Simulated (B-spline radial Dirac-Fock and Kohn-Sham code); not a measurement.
Neutral caesium. Method: Dirac–Fock ΔSCF energies in intermediate coupling of the two holes, Coulomb rates, valence shells as spectators (computed with a radial B-spline solver).

What should this plot look like? The Auger multiplet of an L2 hole with both final holes in M45, lines labelled by the leading pair of holes and J, broadened by 0.80 eV full width. Kinetic energies count from the vacuum level; very weak lines are left out. Lines are named by their largest jj component, which in light atoms can differ from the customary names.

The strongest line is L2-M4M5 J=4 at 3.8309 keV (68 % of the multiplet), followed by L2-M4M4 J=2 at 3.8236 keV (16 %), L2-M4M5 J=3 at 3.8415 keV (8.4 %), L2-M4M4 J=0 at 3.8061 keV (2.4 %). The lines shown span 3.806 keV to 3.854 keV.

Here it is:

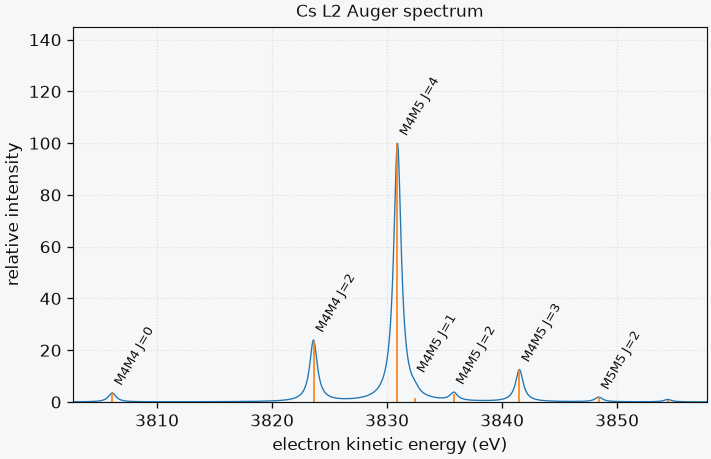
